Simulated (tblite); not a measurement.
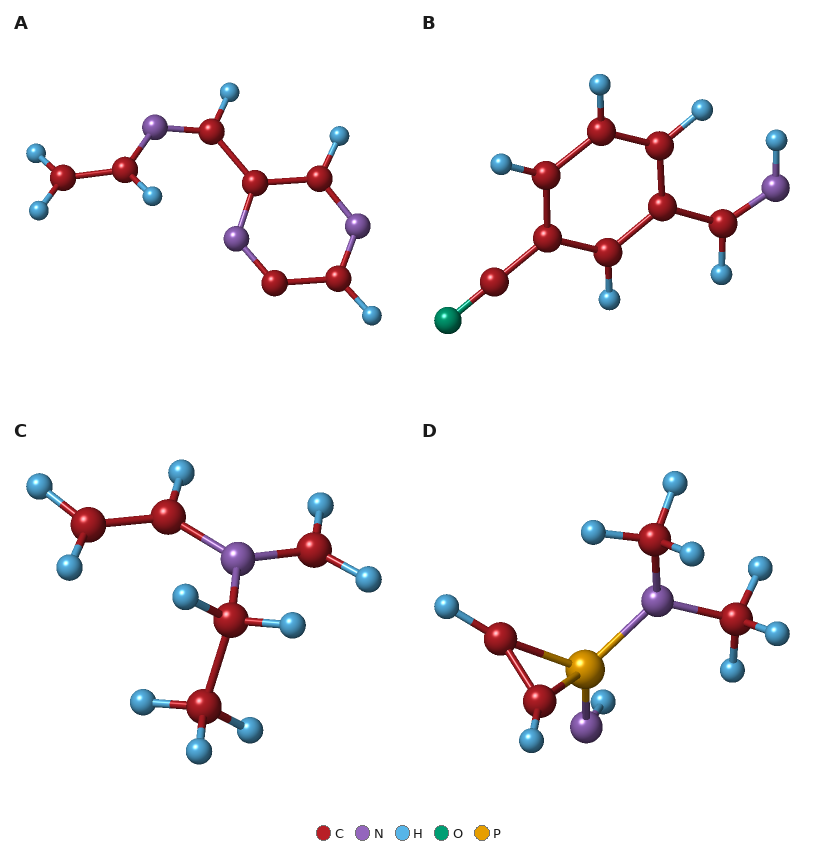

The picture comes from a calculation with tblite.

### Match each picture to its SMILES.
(1) CN(C)P1(=N)C=C1
(2) [CH2]N(C=C)CC
(3) [H]/N=C\c1cccc([C]=O)c1
(4) C=C/N=C\c1cnc[c]n1

A is (4), B is (3), C is (2), D is (1).
